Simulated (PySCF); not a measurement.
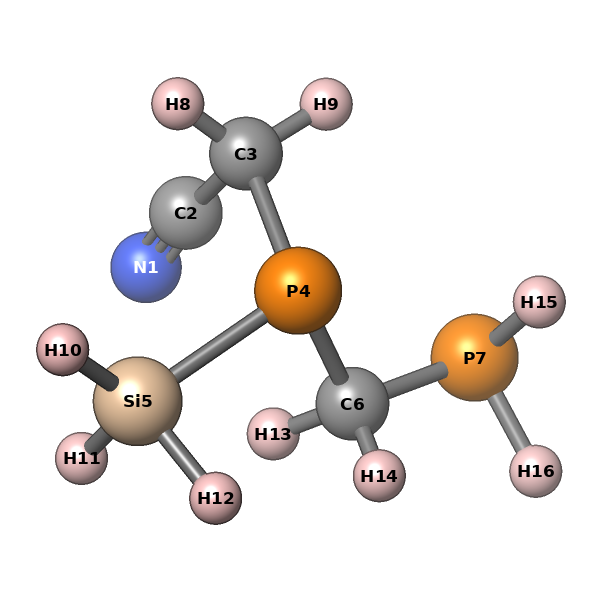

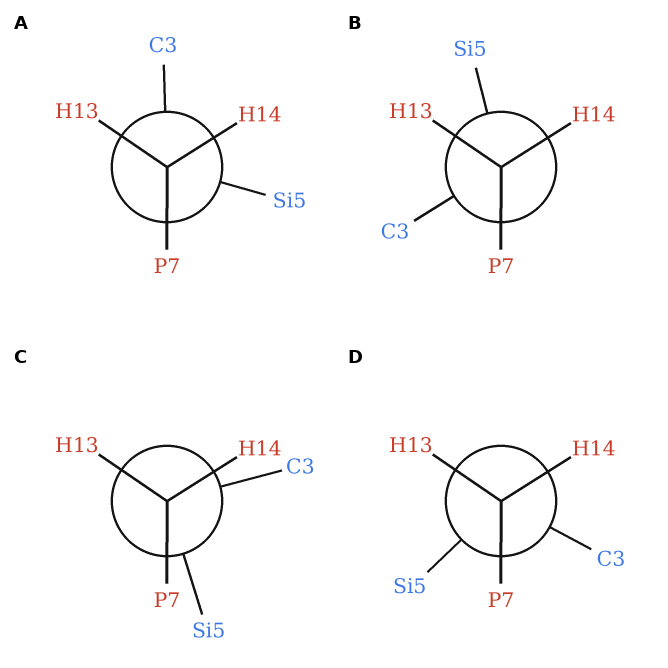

Atoms fade into the background with distance from the viewer. Bonds that would overlap in a projection are set slightly apart. Geometry: a frame of a GFN2-xTB molecular-dynamics simulation, not a minimum.

> Which Newman projection shows the view along C6–P4, with C6 in front?

B. The torsion angle P7–C6–P4–Si5 is 166°, antiperiplanar (anti).
